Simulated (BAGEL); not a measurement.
**C2H3In (SMILES C#[C][InH2]): a chain of runs**

We compute the energy (HF/x2c-SVPall), then the energy (NEVPT2(2,2)/x2c-SVPall) of C2H3In. 

The calculation is run with BAGEL 1.2.2.

2 further runs of the same task are left out: 2 set aside as unsound or not needed.

## Step 1: The system as given

C2H3In: 6 atoms, total charge 0, spin state singlet. SMILES: `C#[C][InH2]`. The C1–H4 distance was set to 2.986 Å, away from the relaxed value. At this shape a bond of the SMILES string is far longer than usual.

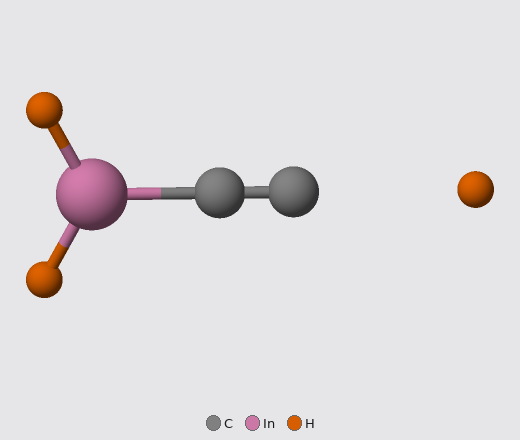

The structure, seen from a chosen angle (carbon grey, indium pink, hydrogen orange).

## Step 2: A single-point energy at HF/x2c-SVPall (DKH2, density fitting with AutoAux) (run 1)

hf.json

```json
{ "bagel": [

{
  "title": "molecule",
  "basis": "x2c-svpall.json",
  "df_basis": "x2c-svpall-autoaux.json",
  "angstrom": "true",
  "dkh": "true",
  "geometry": [
    { "atom": "C", "xyz": [      -0.002277,      -0.017085,       0.000340 ] },
    { "atom": "C", "xyz": [       0.113923,       1.187515,      -0.008860 ] },
    { "atom": "In", "xyz": [       0.316223,       3.274815,      -0.025360 ] },
    { "atom": "H", "xyz": [      -0.289000,      -2.989600,       0.023300 ] },
    { "atom": "H", "xyz": [       0.857823,       3.992415,      -1.483560 ] },
    { "atom": "H", "xyz": [      -0.075077,       4.106415,       1.420240 ] }
  ]
},

{
  "title": "hf"
},

{
  "title": "print",
  "file": "orbitals.molden",
  "orbitals": "true"
}

]}
```

The basis set x2c-SVPall is read from a file made from the Basis Set Exchange's data (not shown).

Started as:

```bash
$ BAGEL_NUM_THREADS=1 BAGEL hf.json > hf.out
```

Log:

```text
* using 1 threads per process

  ===============================================================
  ===============================================================

  *** Geometry ***

  { "atom" : "C", "xyz" : [     -0.004303,     -0.032286,      0.000643 ] },
  { "atom" : "C", "xyz" : [      0.215283,      2.244078,     -0.016743 ] },
  { "atom" : "In", "xyz" : [      0.597575,      6.188503,     -0.047923 ] },
  { "atom" : "H", "xyz" : [     -0.546131,     -5.649525,      0.044031 ] },
  { "atom" : "H", "xyz" : [      1.621051,      7.544571,     -2.803522 ] },
  { "atom" : "H", "xyz" : [     -0.141875,      7.760000,      2.683865 ] },

  Number of auxiliary basis functions:      657

  Since a DF basis is specified, we compute 2- and 3-index integrals:
    o Being stored without compression. Storage requirement is 0.033 GB

  Number of basis functions:       79
  Number of electrons      :       64

    * METHOD: MOLECULE                             0.38

  *** RHF ***

  === Nuclear Repulsion ===
   176.9058250675

      * DIIS with orbital gradients will be used.

  === RHF iteration (x2c-svpall.json) ===
      0      -5952.93398746          0.01607130           0.15
      1      -5952.52290914          0.02403909           0.15
      2      -5953.07910192          0.00817408           0.15
      3      -5953.14073528          0.00504771           0.15
      4      -5953.18414334          0.00318733           0.15
      5      -5953.19682429          0.00079200           0.15
      6      -5953.19802146          0.00020909           0.15
      7      -5953.19809314          0.00005416           0.15
      8      -5953.19809728          0.00001963           0.15
      9      -5953.19809786          0.00001016           0.15
     10      -5953.19809799          0.00000373           0.15
     11      -5953.19809800          0.00000224           0.15
     12      -5953.19809801          0.00000122           0.15
     13      -5953.19809802          0.00000073           0.15
     14      -5953.19809802          0.00000053           0.15
     15      -5953.19809802          0.00000041           0.15
     16      -5953.19809802          0.00000030           0.15
     17      -5953.19809802          0.00000017           0.15
     18      -5953.19809802          0.00000007           0.15
     19      -5953.19809802          0.00000003           0.15
     20      -5953.19809802          0.00000002           0.15
     21      -5953.19809802          0.00000001           0.15
     22      -5953.19809802          0.00000001           0.15
    * SCF iteration converged.

    * Permanent dipole moment:
           (    0.041240,     0.429151,    -0.003512) a.u.

    * METHOD: HF                                   3.90

    * METHOD: PRINT                                0.01

  ===============================================================
```

Run time: 4.5 s. Hardware: 1 thread of Arm Neoverse V2, shared host; peak memory 0.15 GiB.

## Step 3: A single-point energy at NEVPT2(2,2)/x2c-SVPall (DKH2, density fitting with AutoAux) (run 2)

job.json

```json
{ "bagel": [

{
  "title": "molecule",
  "basis": "x2c-svpall.json",
  "df_basis": "x2c-svpall-autoaux.json",
  "angstrom": true,
  "dkh": true,
  "geometry": [
    { "atom": "C", "xyz": [   -0.002277,   -0.017085,    0.000340 ] },
    { "atom": "C", "xyz": [    0.113923,    1.187515,   -0.008860 ] },
    { "atom": "In", "xyz": [    0.316223,    3.274815,   -0.025360 ] },
    { "atom": "H", "xyz": [   -0.289000,   -2.989600,    0.023300 ] },
    { "atom": "H", "xyz": [    0.857823,    3.992415,   -1.483560 ] },
    { "atom": "H", "xyz": [   -0.075077,    4.106415,    1.420240 ] }
  ]
},
{ "title": "hf" },
{ "title": "casscf", "nstate": 1, "nact": 2, "nclosed": 31, "nspin": 0, "active": [32, 33], "maxiter": 200, "natocc": true },
{
  "title": "nevpt2",
  "nstate": 1,
  "nact": 2,
  "nclosed": 31,
  "nspin": 0,
  "active": [32, 33],
  "maxiter": 200,
  "natocc": true,
  "ncore": 20
},
{ "title": "print", "file": "orbitals.molden", "orbitals": true }

]}
```

The basis set x2c-SVPall is read from a file made from the Basis Set Exchange's data (not shown).

Started as:

```bash
$ BAGEL_NUM_THREADS=1 BAGEL job.json > job.out
```

Log:

```text
* using 1 threads per process

  ===============================================================
  ===============================================================

  *** Geometry ***

  { "atom" : "C", "xyz" : [     -0.004303,     -0.032286,      0.000643 ] },
  { "atom" : "C", "xyz" : [      0.215283,      2.244078,     -0.016743 ] },
  { "atom" : "In", "xyz" : [      0.597575,      6.188503,     -0.047923 ] },
  { "atom" : "H", "xyz" : [     -0.546131,     -5.649525,      0.044031 ] },
  { "atom" : "H", "xyz" : [      1.621051,      7.544571,     -2.803522 ] },
  { "atom" : "H", "xyz" : [     -0.141875,      7.760000,      2.683865 ] },

  Number of auxiliary basis functions:      657

  Since a DF basis is specified, we compute 2- and 3-index integrals:
    o Being stored without compression. Storage requirement is 0.033 GB

[... 18 lines left out ...]
    * SCF iteration converged.
[... 1 line left out ...]
    * Permanent dipole moment:
[... 27 lines left out ...]
    * Second-order optimization converged. *

     guess   0:   closed 1.                   open ..

  === FCI iteration ===

      0  0     -5953.17561781     1.11e-01      0.00
      1  0     -5953.33596672     2.74e-02      0.00
      2  0 *   -5953.34344792     7.85e-16      0.00

     * ci vector, state   0, <S^2> = 0.0000
       2.     0.7925861420
       .2    -0.6097599590

    * METHOD: CASSCF                               5.47

    * freezing 20 orbitals

  === DF-NEVPT2 calculation ===

    * 3-index integral transformation done
    * assembly done

      NEVPT2 correlation energy:   -0.3337533396      0.10

          (+0)     -0.2682736402
          (+0)'    -0.0303463656
          (+1)     -0.0101920973
          (+1)'    -0.0000288358
          (+2)     -0.0000248144
          (-1)     -0.0246632572
          (-1)'    -0.0000199897
          (-2)     -0.0002043394

      NEVPT2 total energy:       -5953.6772012556

    * METHOD: NEVPT2                               0.33

    * METHOD: PRINT                                0.01

  ===============================================================
```

It took 10 s on 1 thread of Arm Neoverse V2, shared host; peak memory 0.16 GiB.

## Step 4: Summary of results

| quantity | value |
| --- | --- |
| run 1, HF/x2c-SVPall: total energy | -5953.19810 Eh |
| run 1, HF/x2c-SVPall: dipole moment | 1.10 D |
| run 1, HF/x2c-SVPall: HOMO energy | -10.06 eV |
| run 1, HF/x2c-SVPall: LUMO energy | -3.31 eV |
| run 1, HF/x2c-SVPall: HOMO–LUMO gap | 6.75 eV |
| run 2, NEVPT2(2,2)/x2c-SVPall: total energy | -5953.67720 Eh |

What this shows: One bond (run 1, HF/x2c-SVPall) is far stretched, which a spin-restricted single reference describes badly; a broken-symmetry solution may lie lower.
